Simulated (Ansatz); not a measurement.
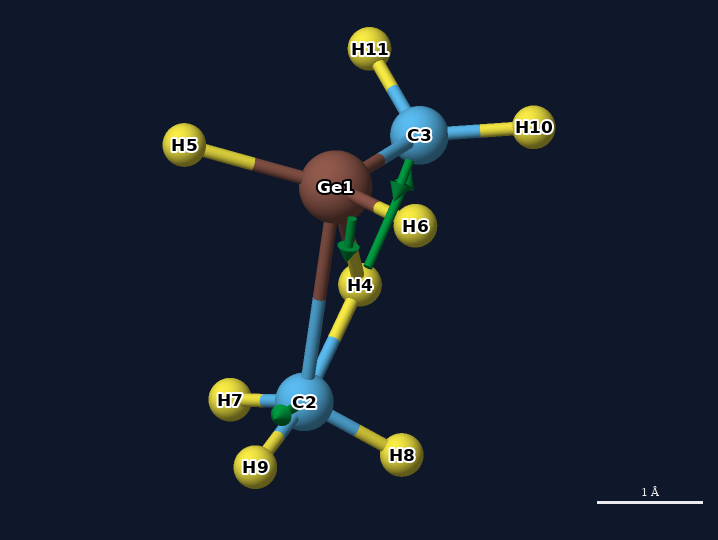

Arrows show the forces on the atoms, 0.3 Å of arrow for 1 eV/Å; forces under a tenth of the largest aren't drawn. Level of theory: PBE0-D4/def2-SVP (Ansatz 0.2.0).

On which atom is the force largest, and how large is it?

On H4: 3.55 eV/Å.

Which bond do the forces act along most?

C2–H4, now 1.363 Å: the forces push its atoms apart, so a first step downhill lengthens it.

List the force components in the frame of the picture (x right, y up, z towards the viewer), in eV/Å.

```csv
atom,Fx,Fy,Fz
Ge1,−0.20,−1.42,−0.78
C2,−0.66,−0.38,1.63
C3,−0.52,−1.35,0.04
H4,1.39,3.14,−0.90
H5,−0.01,−0.01,0.00
H6,0.00,−0.01,0.00
H7,0.02,0.00,0.03
H8,−0.02,0.02,0.02
H9,0.02,0.03,−0.04
H10,−0.04,0.00,−0.01
H11,0.02,−0.03,0.02
```
